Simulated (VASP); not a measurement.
Band structure of C (space group Fd-3m). Level of theory: PBE GGA, VASP's PBE PAW potentials (set 64) (plane waves; VASP).

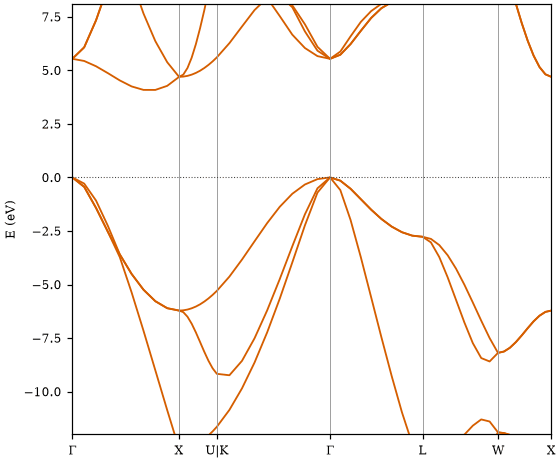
*Bands along high-symmetry lines, zero at the valence-band maximum or, without a gap, the Fermi level*

Q: Read the plot: is there a gap, and where are the band edges?

A: The gap is indirect, 4.08 eV, from the valence maximum at Γ to the conduction minimum at (0.38, 0.38, 0.00).

The structure comes from a computed database's C entry; how it stands against other phases isn't given here. The cell was not relaxed at this level.
